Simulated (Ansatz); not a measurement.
Molecule (SMILES): [Si](Br)Br (closed-shell singlet).
Atoms: Si1, Br2, Br3. Bonds: Si1-Br2, Si1-Br3.

Basis-set convergence of the optimised Si1-Br2 bond length at HF with Ansatz (a program for electronic structure). Cartesian d functions, on some or all atoms, in 6-31G, 6-311G**; all else is spherical. The program fits the integrals of some runs and decomposes those of others, by size. A restricted Hartree-Fock determinant is unstable towards unrestricted orbitals. No added dispersion term, no relativity. Reference: the value in pcseg-3, 2.2527 Å, itself unsure by roughly 0.0003 Å (its distance from cc-pV(Q+d)Z). Deviations are taken from unrounded values. Cost is core time over that of pcseg-0, rough, on shared machines of one kind. It counts the whole optimisation.

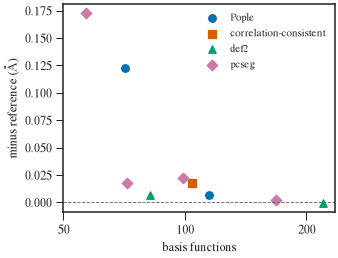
Figure: Deviation from the reference against the number of basis functions, by family of sets.

| basis | functions | optimised Si1-Br2 bond length (Å) | minus reference (Å) | cost |
|---|---|---|---|---|
| pcseg-0 | 57 | 2.4255 | 0.1728 | 1× |
| 6-31G | 71 | 2.3754 | 0.1227 | 2× |
| pcseg-1 | 72 | 2.2706 | 0.0179 | 2× |
| def2-SVP | 82 | 2.2593 | 0.0065 | 2× |
| aug-pcseg-1 | 99 | 2.2753 | 0.0226 | 4× |
| aug-cc-pV(D+d)Z | 104 | 2.2708 | 0.0181 | 6× |
| 6-311G** | 115 | 2.2596 | 0.0069 | 4× |
| aug-pcseg-2 | 168 | 2.2553 | 0.0026 | 8× |
| def2-QZVP | 220 | 2.2523 | -0.0005 | 10× |
